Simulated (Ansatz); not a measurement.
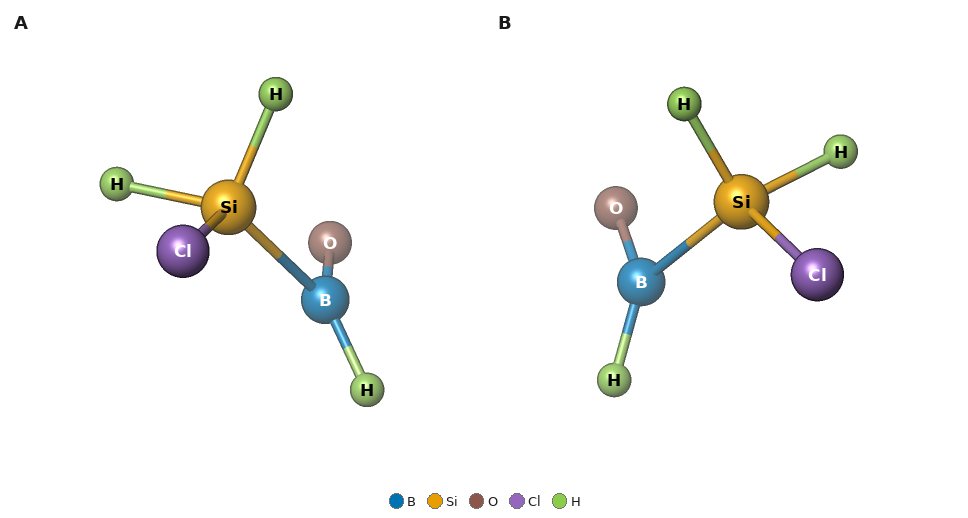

Atoms fade into the background with distance from the viewer. State: charge −1, singlet. Computed geometry: PBE0-D4/def2-TZVPD optimisation. No frequency run is at hand to confirm it as a minimum.

### Can A be turned into B by a rotation alone?

Yes. They are the same structure, BClH3OSi (charge −1), seen from two directions. With point group Cs it is achiral, so its mirror image would be the same too.
